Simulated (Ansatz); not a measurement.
## Ge (diamond structure), cut as [100] wire, round, centred on channel, 1.13 nm across

All values below come from PBE (plane waves to 420 eV, PAW; Ansatz, a program for electronic structure).

k-points: Γ-centred 1×1×5 mesh; occupations: Fermi-Dirac, 0.020 eV; spin polarisation not allowed. Spin-orbit coupling is left out.

 The relaxation kept the symmetry of its start, so a lower minimum of less symmetry isn't excluded. The period along the axis is held at the bulk value.

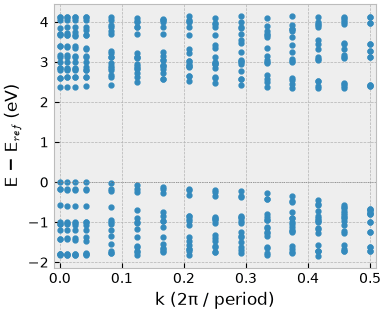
Fig. 1. Levels along the axis at 15 k-points, drawn as points, zero at the top of the valence band

Electronic character: not metallic; Kohn-Sham band gap: 2.34 eV. Only levels within the plotted window are shown.
